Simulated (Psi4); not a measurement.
# AlH3Br− (SMILES [AlH3-][Br]) at SVWN5/def2-TZVP

Aim: the energy change on altering one bond length of AlH3Br− at SVWN5/def2-TZVP, from 2 runs. 

The results are computed with Psi4 1.11.

6 further runs of the same task are left out: 6 that didn't finish.

### Step 1. Starting point

The species is AlH3Br− (5 atoms), meant as a singlet with charge -1. As SMILES, `[AlH3-][Br]`. The shape comes from GFN2-xTB, which is rough for such elements, and wasn't checked as a minimum.

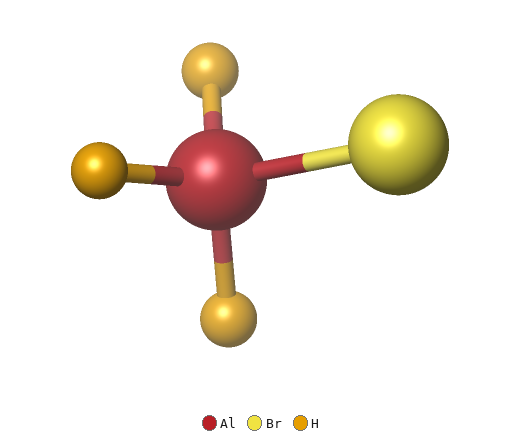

The structure, seen from a chosen angle (aluminium red, bromine yellow, hydrogen amber).

### Step 2. Energy and forces at SVWN5/def2-TZVP

calc.in

```
memory 1600 MB

molecule {
  -1 1
  Al     0.111890    -0.001540    -0.142390
  Br    -1.314590     0.020460     1.667290
  H      0.134100     1.487580    -0.738230
  H     -0.483530    -1.058610    -1.191520
  H      1.552130    -0.447890     0.404850
  symmetry c1
}

set {
  basis def2-TZVP
  reference rks
  puream true
  e_convergence 1e-09
  d_convergence 1e-08
  scf_type pk
  dft_radial_points 99
  dft_spherical_points 590
}

energy_value, wavefunction = gradient('scf', dft_functional={"name": "SVWN5", "x_functionals": {"LDA_X": {}}, "c_functionals": {"LDA_C_VWN": {}}}, return_wfn=True)
oeprop(wavefunction, 'MULLIKEN_CHARGES', 'LOWDIN_CHARGES', 'MAYER_INDICES')
```

Started as:

```console
$ psi4 calc.in calc.out -n 1
```

calc.out:

```text
[...]
  Running in c1 symmetry.
[...]
  Nuclear repulsion =  135.491188505675325
[...]
  Multiplicity = 1
[...]
  Nalpha       = 26
  Nbeta        = 26
[...]
    Number of basis functions: 103
[...]
   @RKS iter   1: -2813.34709729677706   -1.24432e+00   1.63192e-02 DIIS/ADIIS
[...]
   @RKS iter  10: -2813.87020976924168   -6.73026e-11   8.33249e-09 DIIS
[...]
    Orbital Energies [Eh]
    ---------------------
    Doubly Occupied:
       1A   -479.991812     2A    -61.523360     3A    -55.497377
       4A    -55.496135     5A    -55.496135     6A    -54.873747
       7A     -8.169650     8A     -6.062591     9A     -6.058942
      10A     -6.058941    11A     -3.679762    12A     -2.311358
      13A     -2.307426    14A     -2.307422    15A     -2.287499
      16A     -2.286390    17A     -2.286389    18A     -2.283618
      19A     -2.283617    20A     -0.504352    21A     -0.191215
      22A     -0.101094    23A     -0.093754    24A     -0.093728
      25A     -0.048317    26A     -0.048254
[...]
  @RKS Final Energy: -2813.87020976924168
   => Energetics <=
    Nuclear Repulsion Energy =            135.4911885056753249
    One-Electron Energy =               -4201.9625711381604560
    Two-Electron Energy =                1359.1997450558301352
    DFT Exchange-Correlation Energy =    -106.5985721925867438
    Empirical Dispersion Energy =           0.0000000000000000
    VV10 Nonlocal Energy =                  0.0000000000000000
    Total Energy =                      -2813.8702097692416828
[...]
 Multipole Moments:
 ------------------------------------------------------------------------------------
     Multipole            Electronic (a.u.)      Nuclear  (a.u.)        Total (a.u.)
 ------------------------------------------------------------------------------------
 L = 1.  Multiply by 2.5417464519 to convert [e a0] to [Debye]
 Dipole X            :         -7.2841418            6.1247283           -1.1594135
 Dipole Y            :          0.1137344           -0.0953854            0.0183490
 Dipole Z            :          9.2372500           -7.7678255            1.4694245
 Magnitude           :                                                    1.8718399
[...]
  -Total Gradient:
     Atom            X                  Y                   Z
    ------   -----------------  -----------------  -----------------
       1       -0.006421962213     0.000112861455     0.008060185473
       2        0.010680659682    -0.000187800183    -0.013544491554
       3       -0.000341759550    -0.005876250604     0.002725838046
       4        0.002073001106     0.004176373965     0.004552425492
       5       -0.005986693759     0.001774907783    -0.001798357325
[...]
  Mulliken Charges: (a.u.)
   Center  Symbol    Alpha    Beta     Spin     Total
       1    AL     6.49238  6.49238  0.00000  0.01525
       2    BR    17.72081 17.72081  0.00000 -0.44162
       3     H     0.59561  0.59561  0.00000 -0.19122
       4     H     0.59558  0.59558  0.00000 -0.19115
       5     H     0.59563  0.59563  0.00000 -0.19126
   Total alpha = 26.00000, Total beta = 26.00000, Total charge = -1.00000
  Lowdin Charges: (a.u.)
   Center  Symbol    Alpha    Beta     Spin     Total
       1    AL     6.80998  6.80998  0.00000 -0.61996
[...]
```

Run time: 12 s. Hardware: 1 thread of Intel Xeon 6975P-C (Granite Rapids), shared host; peak memory 0.63 GiB.

### Step 3. The distorted shape

albrh3.in

```
memory 1600 mb

molecule system {
  -1 1
  Al
  Br 1 r2
  H 1 r3 2 a3
  H 1 r4 3 a4 2 d4
  H 1 r5 4 a5 3 d5

  r2 = 3.4566
  r3 = 1.604056
  a3 = 106.94297
  r4 = 1.603931
  a4 = 111.96225
  d4 = 116.73851
  r5 = 1.604055
  a5 = 111.90552
  d5 = -126.52665
  units angstrom
  symmetry c1
  no_reorient
  no_com
}

set basis def2-TZVP
set reference rks
set puream true
set e_convergence 1e-09
set d_convergence 1e-08
set scf_type pk
set dft_radial_points 99
set dft_spherical_points 590

e, wfn = gradient("scf", dft_functional={"name": "SVWN5", "x_functionals": {"LDA_X": {}}, "c_functionals": {"LDA_C_VWN": {}}}, return_wfn=True)
oeprop(wfn, "WIBERG_LOWDIN_INDICES", "LOWDIN_CHARGES", "QUADRUPOLE")
```

Started as:

```console
$ psi4 albrh3.in albrh3.out -n 1
```

albrh3.out, cut to the lines that bear on the results:

```text
[...]
  Running in c1 symmetry.
[...]
  Nuclear repulsion =   96.310790392846229
[...]
  Multiplicity = 1
[...]
  Nalpha       = 26
  Nbeta        = 26
[...]
    Number of basis functions: 103
[...]
   @RKS iter   1: -2813.25117984793951   -1.43749e+00   1.68605e-02 ADIIS/DIIS
[...]
   @RKS iter  11: -2813.82692098171583   -7.27596e-12   4.28850e-09 DIIS
[...]
  @RKS Final Energy: -2813.82692098171583
   => Energetics <=
    Nuclear Repulsion Energy =             96.3107903928462292
    One-Electron Energy =               -4123.8347150399895327
    Two-Electron Energy =                1320.1921783923996827
    DFT Exchange-Correlation Energy =    -106.4951747269721096
    Empirical Dispersion Energy =           0.0000000000000000
    VV10 Nonlocal Energy =                  0.0000000000000000
    Total Energy =                      -2813.8269209817158298
[...]
  -Total Gradient:
     Atom            X                  Y                   Z
    ------   -----------------  -----------------  -----------------
       1       -0.000053678845     0.000025292915    -0.005462117313
       2        0.000000150087    -0.000006670008     0.021972700636
       3        0.000031952750    -0.003842346058    -0.005509049610
       4        0.003347352637     0.001903170869    -0.005493632768
       5       -0.003325912751     0.001920748135    -0.005505976533
[...]
 Multipole Moments:
 ------------------------------------------------------------------------------------
     Multipole            Electronic (a.u.)      Nuclear  (a.u.)        Total (a.u.)
 ------------------------------------------------------------------------------------
 L = 1.  Multiply by 2.5417464519 to convert [e a0] to [Debye]
 Dipole X            :         -0.0018776            0.0011154           -0.0007621
 Dipole Y            :          0.0017882           -0.0012313            0.0005569
 Dipole Z            :         14.9843260          -14.1406020            0.8437241
 Magnitude           :                                                    0.8437246
 L = 2.  Multiply by 1.3450342976 to convert [e a0^2] to [Debye ang]
 Quadrupole XX       :        -44.0050852           12.6152949          -31.3897903
 Quadrupole XY       :         -0.0071842            0.0067297           -0.0004545
[...]
```

Run time: 13 s. Hardware: 1 thread of Intel Xeon 6975P-C (Granite Rapids), shared host; peak memory 0.62 GiB.

### Step 4. What came out

At SVWN5/def2-TZVP:

```
                                                              quantity           value
                                             first shape: total energy  -2813.87021 Eh
                                              first shape: HOMO energy        -1.31 eV
                                              first shape: LUMO energy         4.26 eV
    first shape: HOMO–LUMO gap (to an unbound level, set by the basis)         5.57 eV
                                 first shape: largest force on an atom      0.887 eV/Å
                                         distorted shape: total energy  -2813.82692 Eh
                                          distorted shape: HOMO energy        -1.24 eV
                                          distorted shape: LUMO energy         1.67 eV
distorted shape: HOMO–LUMO gap (to an unbound level, set by the basis)         2.91 eV
                             distorted shape: largest force on an atom      1.130 eV/Å
   energy change with the Al1–Br2 bond stretched from 2.304 to 3.457 Å        1.178 eV
```

With the Al1–Br2 bond stretched from 2.304 to 3.457 Å the energy rises by 1.18 eV (27 kcal/mol). The first shape isn't relaxed at this level, so the change isn't measured from a minimum. The largest force (first shape) is 0.89 eV/Å: the shape isn't a stationary point for this species at this level. Mulliken charges (first shape) run from -0.44 on Br2 to +0.02 on Al1.
